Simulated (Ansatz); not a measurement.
# Geometry relaxation, with input and output: AlHBrCl2F

AlHBrCl2F, computed with RKS BHLYP-D4/def2-SVP (Ansatz 0.2.0).

The input holds or restrains some coordinates. Forces given for the steps count only the free coordinates. It belongs to a series of runs on one base structure; here: pulled along the bonds that form and break, towards end A. Figures and captions count atoms from 1; the log counts them from 0 in places.

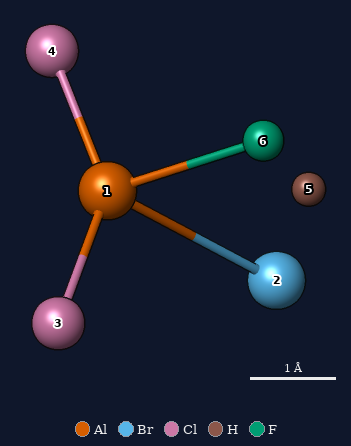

**Figure 1.** The structure as given in the input (ball-and-stick view, seen at a tilt; atoms are numbered from 1 in the order of the input). Sticks mark near contacts.

Input file:
```yaml
crystal:
  periodic: [false, false, false]
  atoms:
    - { symbol: Al, position_ang: [-0.4766, -0.632, -0.2808] }
    - { symbol: Br, position_ang: [1.2962, 1.4085, -1.0651] }
    - { symbol: Cl, position_ang: [0.653, -2.2948, -0.2917] }
    - { symbol: Cl, position_ang: [-2.3111, 0.0833, -0.6832] }
    - { symbol: H, position_ang: [0.7558, 1.0767, 0.8195] }
    - { symbol: F, position_ang: [0.0827, 0.3583, 1.5013] }
basis:
  gaussian: { orbitals: def2-SVP }
hamiltonian:
  xc: { name: BHLYP }
  dispersion: d4
relax:
  f_tol: 0.15
  max_steps: 25
  restrain:
    - { distance: [0, 5], at: 3.08, k: 30.0 }
    - { distance: [4, 1], at: 2.81, k: 30.0 }
    - { distance: [0, 1], at: 2.41, k: 30.0 }
    - { distance: [4, 5], at: 0.88, k: 30.0 }
output:
  orbitals: {}
```

Run on 2 threads of AMD EPYC (Zen 3), 16 GiB of memory available, shared host.

Command:
```bash
ansatz run input.yaml --threads 2 --pin off --max-ram 3072MiB --backend cpu --events-out ev --progress --plain --runs-dir out
```

Log:
```
The last accepted step is kept in [file] (removed where the run ends without a failure and the disk answers)
Engine: ansatz 0.2.0, x86_64-unknown-linux-gnu
Functional definition: BHLYP
  parameter a = 0.5
  exchange = (1 - a)*b88_x + a*exact_x
  correlation = lyp_c
1041 factors; integrals over basis functions are off by at most 2.8e-4 eV
mean field evaluation 1: about -104403.1024 eV, gradient 2.9e1 eV
mean field evaluation 2: about -104403.0966 eV, gradient 3.3e1 eV
mean field evaluation 4: about -104404.8603 eV, gradient 1.2e0 eV
mean field evaluation 8: about -104404.8852 eV, gradient 9.0e-3 eV
mean field -104404.88525001 eV, -3836.8087647650 hartree, gradient 3.7e-5 eV, S^2 0.000000; 0 other end points of the search recorded, 0 dependent functions left out
the calculation of the forces begins
reference -104404.88541862 eV, -3836.8087709611 hartree; 46, 46 occupied and 59, 59 virtual orbitals, 1041 factors
relax step   1: F+E_penalty+E_count = -104405.17638139 eV  Δ(F+E_penalty+E_count) = +0.000e0 eV  max|allowed force component| = 3.280e0 eV/Å  E_restraint = 28.08618036 eV  max|allowed force component, restraints' pulls added| = 2.959e1 eV/Å  Δτ_max = 0.0000 Å  (25 SCF iters, accepted)
  distance Al 0 - F 5 = 2.1141 Å
  distance H 4 - Br 1 = 1.9884 Å
  distance Al 0 - Br 1 = 2.8145 Å
  distance H 4 - F 5 = 1.1975 Å
these checks for a lower state are left out or cut short: starts, cluster_reference, orbital_swaps, neighbouring_geometries, increment
1041 factors; integrals over basis functions are off by at most 3.9e-4 eV
mean field evaluation 16: about -104404.3352 eV, gradient 1.5e1 eV
mean field -104405.13142142 eV, -3836.8178113972 hartree, gradient 2.4e-5 eV, S^2 0.000000; 0 other end points of the search recorded, 0 dependent functions left out
the calculation of the forces begins
reference -104405.13158924 eV, -3836.8178175646 hartree; 46, 46 occupied and 59, 59 virtual orbitals, 1041 factors
relax step   2: F+E_penalty+E_count = -104405.42045240 eV  Δ(F+E_penalty+E_count) = -2.441e-1 eV  max|allowed force component| = 2.971e0 eV/Å  E_restraint = 12.10389672 eV  max|allowed force component, restraints' pulls added| = 1.950e1 eV/Å  Δτ_max = 0.1948 Å  (35 SCF iters, accepted)
  distance Al 0 - F 5 = 2.4220 Å
  distance H 4 - Br 1 = 2.2911 Å
  distance Al 0 - Br 1 = 2.6991 Å
  distance H 4 - F 5 = 1.0254 Å
these checks for a lower state are left out or cut short: starts, cluster_reference, orbital_swaps, neighbouring_geometries, increment
1041 factors; integrals over basis functions are off by at most 5.3e-4 eV
mean field -104405.35962293 eV, -3836.8261976482 hartree, gradient 1.4e-5 eV, S^2 0.000000; 0 other end points of the search recorded, 0 dependent functions left out
the calculation of the forces begins
reference -104405.35979010 eV, -3836.8262037914 hartree; 46, 46 occupied and 59, 59 virtual orbitals, 1041 factors
relax step   3: F+E_penalty+E_count = -104405.65160009 eV  Δ(F+E_penalty+E_count) = -2.311e-1 eV  max|allowed force component| = 2.295e0 eV/Å  E_restraint = 3.31544816 eV  max|allowed force component, restraints' pulls added| = 1.072e1 eV/Å  Δτ_max = 0.1949 Å  (29 SCF iters, accepted)
  distance Al 0 - F 5 = 2.7230 Å
  distance H 4 - Br 1 = 2.5430 Å
  distance Al 0 - Br 1 = 2.5591 Å
  distance H 4 - F 5 = 0.8887 Å
these checks for a lower state are left out or cut short: starts, cluster_reference, orbital_swaps, neighbouring_geometries, increment
1041 factors; integrals over basis functions are off by at most 5.9e-4 eV
mean field evaluation 32: about -104405.5451 eV, gradient 2.2e-1 eV
mean field -104405.56741786 eV, -3836.8338339712 hartree, gradient 1.2e-5 eV, S^2 0.000000; 0 other end points of the search recorded, 0 dependent functions left out
the calculation of the forces begins
reference -104405.56758280 eV, -3836.8338400325 hartree; 46, 46 occupied and 59, 59 virtual orbitals, 1041 factors
relax step   4: F+E_penalty+E_count = -104405.85773003 eV  Δ(F+E_penalty+E_count) = -2.061e-1 eV  max|allowed force component| = 1.957e0 eV/Å  E_restraint = 0.08692769 eV  max|allowed force component, restraints' pulls added| = 3.475e0 eV/Å  Δτ_max = 0.1948 Å  (29 SCF iters, accepted)
  distance Al 0 - F 5 = 3.0157 Å
  distance H 4 - Br 1 = 2.7831 Å
  distance Al 0 - Br 1 = 2.3798 Å
  distance H 4 - F 5 = 0.8748 Å
these checks for a lower state are left out or cut short: starts, cluster_reference, orbital_swaps, neighbouring_geometries, increment
1041 factors; integrals over basis functions are off by at most 5.7e-4 eV
mean field -104405.74208546 eV, -3836.8402528871 hartree, gradient 9.6e-6 eV, S^2 0.000000; 0 other end points of the search recorded, 0 dependent functions left out
the calculation of the forces begins
reference -104405.74225198 eV, -3836.8402590066 hartree; 46, 46 occupied and 59, 59 virtual orbitals, 1041 factors
relax step   5: F+E_penalty+E_count = -104406.02782848 eV  Δ(F+E_penalty+E_count) = -1.701e-1 eV  max|allowed force component| = 1.286e0 eV/Å  E_restraint = 0.04751805 eV  max|allowed force component, restraints' pulls added| = 4.106e-1 eV/Å  Δτ_max = 0.2000 Å  (28 SCF iters, accepted)
  distance Al 0 - F 5 = 3.0535 Å
  distance H 4 - Br 1 = 2.8042 Å
  distance Al 0 - Br 1 = 2.3698 Å
  distance H 4 - F 5 = 0.9085 Å
these checks for a lower state are left out or cut short: starts, cluster_reference, orbital_swaps, neighbouring_geometries, increment
1041 factors; integrals over basis functions are off by at most 5.8e-4 eV
mean field -104405.77406711 eV, -3836.8414281909 hartree, gradient 9.5e-6 eV, S^2 0.000000; 0 other end points of the search recorded, 0 dependent functions left out
the calculation of the forces begins
reference -104405.77423464 eV, -3836.8414343473 hartree; 46, 46 occupied and 59, 59 virtual orbitals, 1041 factors
relax step   6: F+E_penalty+E_count = -104406.05819032 eV  Δ(F+E_penalty+E_count) = -3.036e-2 eV  max|allowed force component| = 1.181e0 eV/Å  E_restraint = 0.04119193 eV  max|allowed force component, restraints' pulls added| = 2.434e-1 eV/Å  Δτ_max = 0.1683 Å  (29 SCF iters, accepted)
  distance Al 0 - F 5 = 3.0682 Å
  distance H 4 - Br 1 = 2.8042 Å
  distance Al 0 - Br 1 = 2.3645 Å
  distance H 4 - F 5 = 0.9024 Å
these checks for a lower state are left out or cut short: starts, cluster_reference, orbital_swaps, neighbouring_geometries, increment
1041 factors; integrals over basis functions are off by at most 5.7e-4 eV
mean field -104405.77812184 eV, -3836.8415771996 hartree, gradient 1.2e-5 eV, S^2 0.000000; 0 other end points of the search recorded, 0 dependent functions left out
the calculation of the forces begins
reference -104405.77828995 eV, -3836.8415833772 hartree; 46, 46 occupied and 59, 59 virtual orbitals, 1041 factors
relax step   7: F+E_penalty+E_count = -104406.06111664 eV  Δ(F+E_penalty+E_count) = -2.926e-3 eV  max|allowed force component| = 1.135e0 eV/Å  E_restraint = 0.04350752 eV  max|allowed force component, restraints' pulls added| = 1.351e-1 eV/Å  Δτ_max = 0.0659 Å  (29 SCF iters, accepted)
  distance Al 0 - F 5 = 3.0681 Å
  distance H 4 - Br 1 = 2.8084 Å
  distance Al 0 - Br 1 = 2.3640 Å
  distance H 4 - F 5 = 0.9052 Å
1041 factors; integrals over basis functions are off by at most 5.7e-4 eV
mean field evaluation 64: about -104405.7564 eV, gradient 4.3e-1 eV
```

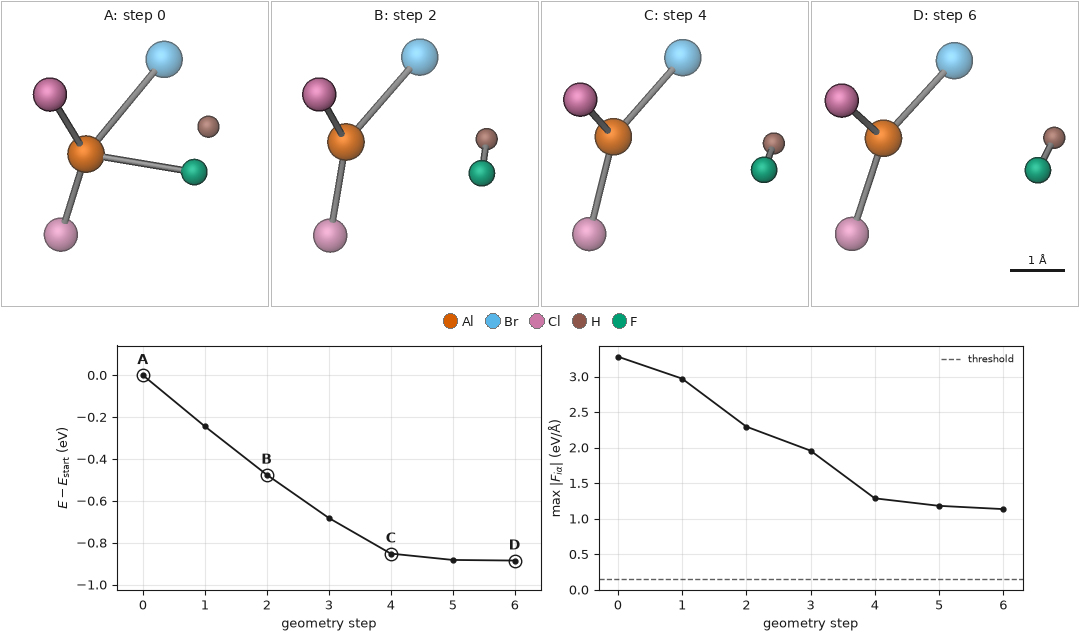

**Figure 2.** Frames of the restrained relaxation (ball-and-stick view, seen at a tilt) above the curves, on which the letters mark them (the first geometry is step 0 here and step 1 in the log).

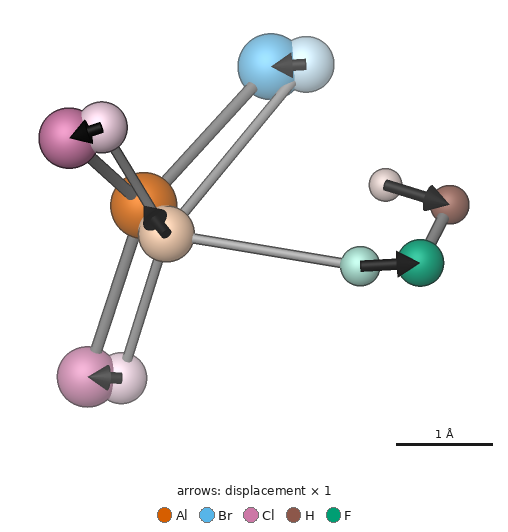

**Figure 3.** Start (faint) and end (solid) with the displacements as black arrows, at true length (ball-and-stick view, seen at a tilt). The two geometries are laid on each other by the best rigid fit. After 6 geometry steps the energy has fallen by 0.885 eV. The largest force component goes from 3.3 to 1.1 eV/Å. The largest move after the best rigid fit is that of H5, 0.74 Å. By element the largest moves are H 0.74 Å, F 0.63 Å, Al 0.49 Å, Br 0.37 Å, Cl 0.37 Å. Among the contacts that change: Al1–F6 2.114 → 3.068 Å, Al1–Br2 2.815 → 2.364 Å, H5–F6 1.198 → 0.905 Å, Al1–Cl3 2.010 → 2.069 Å. New bonds form: H5–F6 (1.20 → 0.91 Å). Among the angles that change: Cl3–Al1–Cl4 143.7° → 122.6°, Br2–Al1–Cl3 104.1° → 118.2°, Br2–Al1–Cl4 105.1° → 118.4°. (Atoms are counted from 1 in the order of the input.)

```
mean field -104405.77812184 eV, -3836.8415771996 hartree, gradient 1.2e-5 eV, S^2 0.000000; 1 other end points of the search recorded, 0 dependent functions left out
the calculation of the forces begins
reference -104405.77828995 eV, -3836.8415833772 hartree; 46, 46 occupied and 59, 59 virtual orbitals, 1041 factors
Total energy: -104406.06128474 eV, -3836.8519832442 hartree
Atom 0 at    -0.357554    -0.569015    -0.763834 Å, force     0.938737     1.134694    -0.114843 eV/Å
Atom 1 at     1.136292     1.192579    -1.267326 Å, force    -0.860564    -1.004481     0.348032 eV/Å
Atom 2 at     0.420820    -2.471156    -0.525218 Å, force    -0.021791     0.040415     0.053053 eV/Å
Atom 3 at    -2.389265    -0.205320    -0.900805 Å, force     0.030299    -0.002129     0.056904 eV/Å
Atom 4 at     0.874365     1.319177     1.526006 Å, force     0.529307     0.557399    -0.427206 eV/Å
Atom 5 at     0.315343     0.733736     1.931177 Å, force    -0.615988    -0.725898     0.084060 eV/Å
Dipole moment:     0.125388     0.142768    -0.005587 e Å
```

Trajectory as extended XYZ (Å, eV, eV/Å), 7 frames, from step=1 to step=7:
```
6
Properties=species:S:1:pos:R:3:forces:R:3 step=1 energy=-104405.17638
Al   -0.4766   -0.6320   -0.2808    2.1567   2.8583   1.3997
Br    1.2962    1.4085   -1.0651   -1.2086  -1.2088   1.4156
Cl    0.6530   -2.2948   -0.2917    0.2666  -1.0679  -0.0810
Cl   -2.3111    0.0833   -0.6832   -1.0703   0.0243  -0.2648
H     0.7558    1.0767    0.8195   -1.3930  -1.6138   0.8104
F     0.0827    0.3583    1.5013    1.2486   1.0078  -3.2799
6
Properties=species:S:1:pos:R:3:forces:R:3 step=2 energy=-104405.42045
Al   -0.4372   -0.6136   -0.4572    2.1605   2.7100   0.1995
Br    1.2644    1.3465   -1.1972   -1.4408  -1.5772   0.9304
Cl    0.6561   -2.3072   -0.2952    0.0710  -0.8284   0.0507
Cl   -2.3228    0.0832   -0.6888   -0.7835  -0.1040  -0.0703
H     0.6971    1.0362    1.0007   -1.4385  -1.4861   1.8605
F     0.1422    0.4549    1.6377    1.4313   1.2857  -2.9708
6
Properties=species:S:1:pos:R:3:forces:R:3 step=3 energy=-104405.65160
Al   -0.3966   -0.5955   -0.6470    1.8600   2.2954  -0.1293
Br    1.2217    1.2769   -1.2981   -1.4337  -1.6118   0.6680
Cl    0.6542   -2.3157   -0.2926   -0.1943  -0.4100  -0.0087
Cl   -2.3301    0.0797   -0.6870   -0.3031  -0.2761  -0.0362
H     0.6573    1.0157    1.1676    1.4775   1.5823  -1.4525
F     0.1935    0.5389    1.7571   -1.4064  -1.5797   0.9586
6
Properties=species:S:1:pos:R:3:forces:R:3 step=4 energy=-104405.85773
Al   -0.3423   -0.5600   -0.8307    1.0871   1.3742   0.2713
Br    1.1637    1.1912   -1.4040   -0.9414  -1.0662   0.3674
Cl    0.6194   -2.3212   -0.3053   -0.3449   0.0036  -0.1780
Cl   -2.3225    0.0444   -0.6958    0.1256  -0.3447  -0.1259
H     0.6714    1.0604    1.3321    1.8069   1.9065  -1.9572
F     0.2103    0.5852    1.9038   -1.7331  -1.8733   1.6224
6
Properties=species:S:1:pos:R:3:forces:R:3 step=5 energy=-104406.02783
Al   -0.3349   -0.5572   -0.7919    0.9337   1.2864   0.0103
Br    1.1488    1.2032   -1.3537   -0.8656  -1.0586   0.4233
Cl    0.5204   -2.4058   -0.4379   -0.1186  -0.0084  -0.0224
Cl   -2.3495   -0.0958   -0.7767    0.0163  -0.1418  -0.0374
H     0.8319    1.1264    1.4315    0.4936   0.4250  -0.3057
F     0.1834    0.7291    1.9286   -0.4594  -0.5026  -0.0680
6
Properties=species:S:1:pos:R:3:forces:R:3 step=6 energy=-104406.05819
Al   -0.3469   -0.5635   -0.8188    0.9306   1.1808   0.1746
Br    1.1514    1.2067   -1.2794   -0.8770  -1.0372   0.2513
Cl    0.4382   -2.4461   -0.4728   -0.0258   0.0234  -0.0493
Cl   -2.3799   -0.1831   -0.8395    0.0373  -0.0206  -0.0515
H     0.8640    1.2722    1.5093    0.6725   0.6551  -0.4863
F     0.2732    0.7139    1.9011   -0.7377  -0.8015   0.1613
6
Properties=species:S:1:pos:R:3:forces:R:3 step=7 energy=-104406.06112
Al   -0.3576   -0.5690   -0.7638    0.9387   1.1347  -0.1148
Br    1.1363    1.1926   -1.2673   -0.8606  -1.0045   0.3480
Cl    0.4208   -2.4712   -0.5252   -0.0218   0.0404   0.0531
Cl   -2.3893   -0.2053   -0.9008    0.0303  -0.0021   0.0569
H     0.8744    1.3192    1.5260    0.5293   0.5574  -0.4272
F     0.3153    0.7337    1.9312   -0.6160  -0.7259   0.0841
```

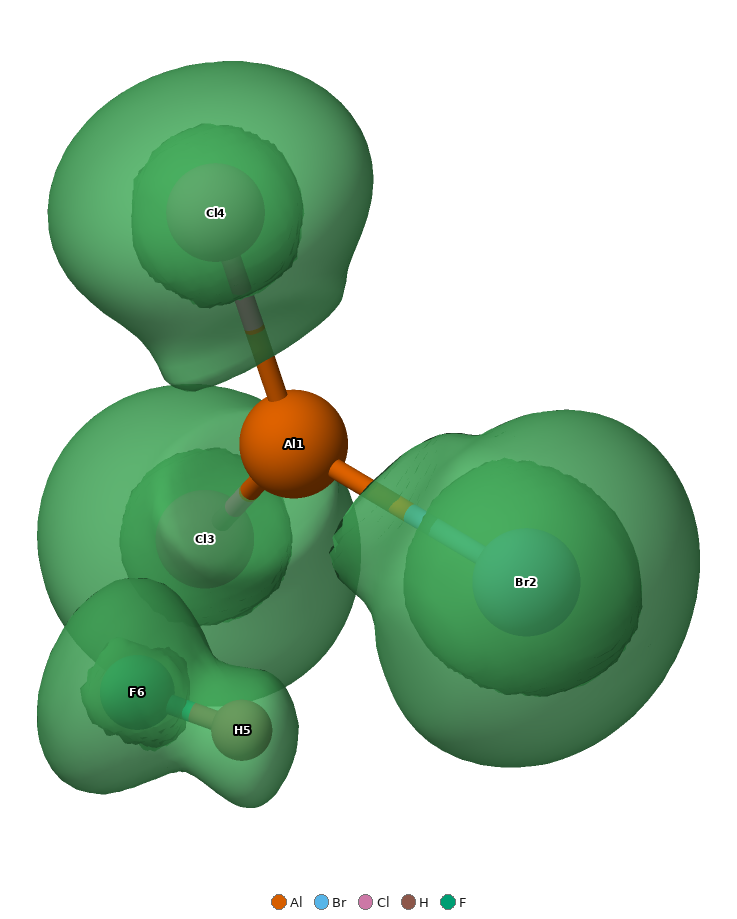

**Figure 4.** Isosurface of the electron localisation function at 0.75 (green), seen at an oblique angle. Core shells and regions of very low density are left out. Values along the shortest contacts: Al1···F6 (3.07 Å): the ELF is only about 0 between them (a non-bonded, intermolecular contact). Al–Cl (2.07 Å): the ELF peaks at about 0.90 in the valence shell of Cl, 0.9 Å from its nucleus, and is about 0.80 at the midpoint.

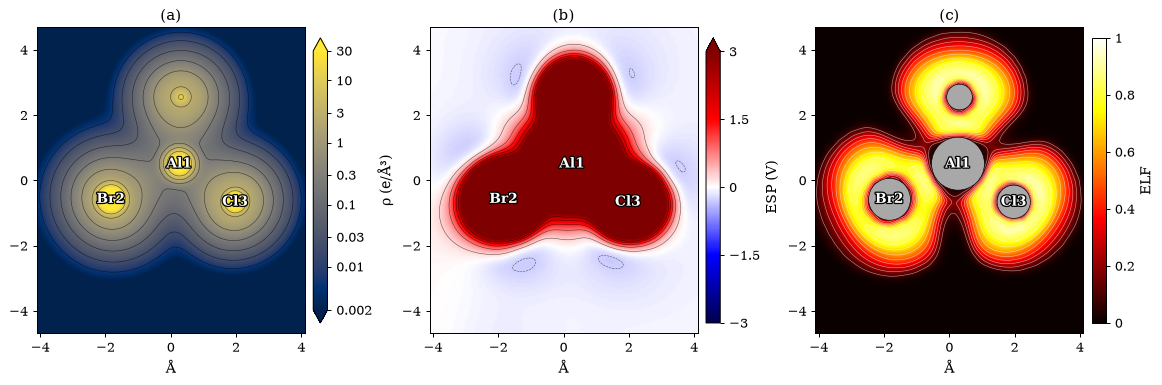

**Figure 5.** (a) electron density; (b) electrostatic potential; (c) electron localisation function on the plane of atoms Br2, Al1 and Cl3. Grey discs, where drawn, cover atomic cores. Al–Cl (2.07 Å): ρ at the midpoint is about 0.75 e/Å³; the ELF peaks at about 0.90 in the valence shell of Cl, 0.9 Å from its nucleus, and is about 0.80 at the midpoint.

Summary:

- outcome: converged under the restraints of the input
- total energy: −104406.0613 eV
- mean-field energy: −104405.7783 eV
- largest force (length of the vector) at the end, held atoms and coordinates included: 1.477 eV/Å
- wall time: 19 s (CPU time 37 s)
- peak memory: 0.29 GiB
